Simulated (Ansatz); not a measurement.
# doublet C3H8Sn+ at 6 levels

We compute a comparison of 6 runs (UHF/def2-SVP, U-revPBE/def2-SVP, UPBE/def2-SVP, USVWN5/def2-SVP, UMP2/def2-SVP, UCCSD/def2-SVP) of doublet C3H8Sn+. 

The calculation is run with Ansatz 0.2.0.

19 further runs of the same task are left out: 19 set aside as unsound or not needed. Runs told in other sessions of the task aren't counted.

## (1) The structure to begin with

C3H8Sn+: 12 atoms, total charge +1, spin state doublet. As SMILES of the parent species, `C=C[CH2][SnH3]`. The coordinates come from a PBE0-D4/def2-TZVP relaxation. That shape belongs to the parent species and isn't relaxed for this state.

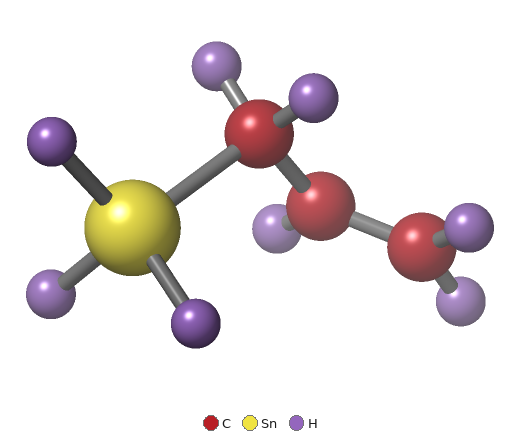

Viewed from a chosen angle; carbon red, tin yellow, hydrogen purple.

## (2) A single-point energy at UHF/def2-SVP (core potential) (run 1)

run.yaml

```yaml
crystal:
  periodic: [false, false, false]
  atoms:
    - symbol: C
      position_ang: [-0.307500, 2.071300, -0.123900]
    - symbol: C
      position_ang: [-0.369900, 0.952500, 0.590800]
    - symbol: C
      position_ang: [0.654800, -0.116300, 0.612000]
    - symbol: Sn
      position_ang: [0.003100, -1.811000, -0.566700]
    - symbol: H
      position_ang: [0.550100, 2.297900, -0.750200]
    - symbol: H
      position_ang: [-1.111600, 2.796900, -0.106600]
    - symbol: H
      position_ang: [-1.256100, 0.775000, 1.198400]
    - symbol: H
      position_ang: [0.834100, -0.489500, 1.622900]
    - symbol: H
      position_ang: [1.605000, 0.222000, 0.194100]
    - symbol: H
      position_ang: [-0.082800, -1.335700, -2.204000]
    - symbol: H
      position_ang: [-1.543300, -2.305600, -0.033900]
    - symbol: H
      position_ang: [1.100900, -3.112500, -0.399000]
basis:
  gaussian: {orbitals: def2-SVP}
output: {orbitals: {seedname: orbitals}}
magnetization: {spin_polarized: true, initial_magnetization: 1}
hamiltonian: {xc: hf}
total_charge: 1
accuracy: high
```

On the command line:

```console
ansatz run run.yaml --threads 1 --pin off --max-ram 2610MiB --events-out events.jsonl --progress --plain --runs-dir runs
```

Log:

```text
Warning: RAYON_NUM_THREADS=1 ignored (pool sized by the plan → 1); use --threads N
Functional definition: HF
  name "HF"
  exchange = exact_x
  correlation = 0
2722 factors; integrals over basis functions are off by at most 7.9e-9 eV
mean field evaluation 1: about -9002.6208 eV, gradient 3.1e1 eV
mean field evaluation 2: about -9002.7545 eV, gradient 3.1e1 eV
mean field evaluation 4: about -9010.9435 eV, gradient 5.3e0 eV
mean field evaluation 8: about -9011.7146 eV, gradient 7.5e-1 eV
mean field evaluation 16: about -9011.7375 eV, gradient 2.5e-8 eV
mean field evaluation 32: about -9011.7266 eV, gradient 3.4e-1 eV
mean field evaluation 64: about -9007.1320 eV, gradient 3.6e0 eV
mean field -9011.73750225 eV, -331.1752448328 hartree, gradient 2.4e-8 eV, S^2 0.767392; 0 other end points of the search recorded, 0 dependent functions left out
reference -9011.73750225 eV, -331.1752448328 hartree; 24, 23 occupied and 84, 85 virtual orbitals, 2722 factors
Total energy: -9011.73750225 eV, -331.1752448328 hartree
```

It took 15 s on 1 thread of Arm Neoverse V1, shared host; peak memory 0.56 GiB.

## (3) The energy at U-revPBE/def2-SVP (core potential) (run 2)

in.yaml

```yaml
crystal:
  periodic: [false, false, false]
  atoms:
    - {symbol: C, position_ang: [-0.307500, 2.071300, -0.123900]}
    - {symbol: C, position_ang: [-0.369900, 0.952500, 0.590800]}
    - {symbol: C, position_ang: [0.654800, -0.116300, 0.612000]}
    - {symbol: Sn, position_ang: [0.003100, -1.811000, -0.566700]}
    - {symbol: H, position_ang: [0.550100, 2.297900, -0.750200]}
    - {symbol: H, position_ang: [-1.111600, 2.796900, -0.106600]}
    - {symbol: H, position_ang: [-1.256100, 0.775000, 1.198400]}
    - {symbol: H, position_ang: [0.834100, -0.489500, 1.622900]}
    - {symbol: H, position_ang: [1.605000, 0.222000, 0.194100]}
    - {symbol: H, position_ang: [-0.082800, -1.335700, -2.204000]}
    - {symbol: H, position_ang: [-1.543300, -2.305600, -0.033900]}
    - {symbol: H, position_ang: [1.100900, -3.112500, -0.399000]}
basis:
  gaussian:
    orbitals: def2-SVP
total_charge: 1
magnetization:
  spin_polarized: true
  initial_magnetization: 1
hamiltonian:
  xc: {name: revPBE}
accuracy: high
output:
  orbitals: {seedname: orbitals}
```

On the command line:

```console
ansatz run in.yaml --threads 1 --pin off --max-ram 2610MiB --events-out events.jsonl --progress --plain --runs-dir runs
```

Log:

```text
Warning: RAYON_NUM_THREADS=1 ignored (pool sized by the plan → 1); use --threads N
Functional definition: revPBE
  name "revPBE"
  parameter kappa = 1.245
  parameter beta = 0.06672455060314922
  exchange = pbe_x(kappa = kappa, mu = beta*pi^2/3)
  correlation = pbe_c(beta = beta)
2722 factors; integrals over basis functions are off by at most 7.9e-9 eV
mean field evaluation 1: about -9037.6195 eV, gradient 5.9e1 eV
mean field evaluation 2: about -8750.9908 eV, gradient 1.7e2 eV
mean field evaluation 4: about -9054.5859 eV, gradient 3.0e1 eV
mean field evaluation 8: about -9060.6731 eV, gradient 6.9e-1 eV
mean field evaluation 16: about -9060.6635 eV, gradient 1.5e-3 eV
mean field evaluation 32: about -9056.5839 eV, gradient 1.4e1 eV
mean field -9060.66351977 eV, -332.9732428132 hartree, gradient 1.5e-8 eV, S^2 0.753815; 2 other end points of the search recorded, 0 dependent functions left out
reference -9060.66352509 eV, -332.9732430086 hartree; 24, 23 occupied and 84, 85 virtual orbitals, 2722 factors
Total energy: -9060.66352509 eV, -332.9732430086 hartree
```

It took 23 s on 1 thread of Arm Neoverse V1, shared host; peak memory 0.42 GiB.

Runs 3 to 5 aren't shown in full; the table further down has their settings and results.

## (4) A single-point energy at UCCSD/def2-SVP (core potential) (run 6)

input.yaml

```yaml
crystal:
  periodic: [false, false, false]
  atoms:
    - {symbol: C, position_ang: [-0.307500, 2.071300, -0.123900]}
    - {symbol: C, position_ang: [-0.369900, 0.952500, 0.590800]}
    - {symbol: C, position_ang: [0.654800, -0.116300, 0.612000]}
    - {symbol: Sn, position_ang: [0.003100, -1.811000, -0.566700]}
    - {symbol: H, position_ang: [0.550100, 2.297900, -0.750200]}
    - {symbol: H, position_ang: [-1.111600, 2.796900, -0.106600]}
    - {symbol: H, position_ang: [-1.256100, 0.775000, 1.198400]}
    - {symbol: H, position_ang: [0.834100, -0.489500, 1.622900]}
    - {symbol: H, position_ang: [1.605000, 0.222000, 0.194100]}
    - {symbol: H, position_ang: [-0.082800, -1.335700, -2.204000]}
    - {symbol: H, position_ang: [-1.543300, -2.305600, -0.033900]}
    - {symbol: H, position_ang: [1.100900, -3.112500, -0.399000]}
basis:
  gaussian:
    orbitals: def2-SVP
total_charge: 1
magnetization:
  spin_polarized: true
  initial_magnetization: 1
correlation:
  method: ccsd
  frozen_orbitals: {C: 1, H: 0, Sn: 4}
accuracy: high
scf:
  omitted_lower_state_checks: [cluster_reference, increment]
```

On the command line:

```console
ansatz run input.yaml --threads 1 --pin off --max-ram 2610MiB --events-out events.jsonl --progress --plain --runs-dir runs
```

Log, shortened:

```text
Warning: RAYON_NUM_THREADS=1 ignored (pool sized by the plan → 1); use --threads N
Functional definition: HF
  name "HF"
[...]
2722 factors; integrals over basis functions are off by at most 7.9e-9 eV
[...]
mean field -9011.73750225 eV, -331.1752448328 hartree, gradient 2.4e-8 eV, S^2 0.767392; 2 other end points of the search recorded, 0 dependent functions left out
7 core orbitals not correlated: weight in the atoms' cores, before any rotation towards them, 1.000 or more for the frozen orbitals, at most 0.000 for the correlated occupied ones
reference -9011.73750225 eV, -331.1752448328 hartree; 17, 16 occupied and 84, 85 virtual orbitals, 2722 factors
second order -13.41913015 eV of doubles, -0.00000000 eV of singles
cycle   1  -14.50895522 eV  change    -1.1e0 eV  update   1.1e-1
[...]
cycle  30  -15.14536897 eV  change    1.3e-9 eV  update   1.5e-9
Total energy: -9026.88287122 eV, -331.7318268764 hartree
Checks for a lower state left out: cluster_reference, increment
```

Run time: 5.1 min. Hardware: 1 thread of Arm Neoverse V1, shared host; peak memory 2.3 GiB.

## (5) All runs side by side

```
run                               level  frozen core orbitals  energy (Eh)  HOMO energy (eV)  LUMO energy (eV)   ⟨S²⟩  wall time
  1       UHF/def2-SVP (core potential)                     –  -331.175245            -16.14             -6.70  0.767       15 s
  2  U-revPBE/def2-SVP (core potential)                     –  -332.973243            -12.34            -11.46  0.754       23 s
  3      UPBE/def2-SVP (core potential)                     –  -332.781890            -12.37            -11.54  0.753       23 s
  4    USVWN5/def2-SVP (core potential)                     –  -331.477923            -12.43            -11.82  0.752       13 s
  5      UMP2/def2-SVP (core potential)                     7  -331.668389                 –                 –  0.767       17 s
  6     UCCSD/def2-SVP (core potential)                     7  -331.731827                 –                 –  0.767    5.1 min
```

## (6) Results

| quantity | value |
| --- | --- |
| run 6: total energy | -331.73183 Eh |
| run 6: correlation energy (7 core orbitals frozen) | -556.6 mEh |
| run 6: ⟨S²⟩ of the reference determinant | 0.767 |
| run 6: T1 diagnostic | 0.025 |

Below the UHF energy at the same shape and in the same basis (def2-SVP): UMP2 -493.1 mEh; UCCSD -556.6 mEh. Totals of different functionals can't be ranked against each other. All runs together took 6.7 min, the longest 5.1 min.
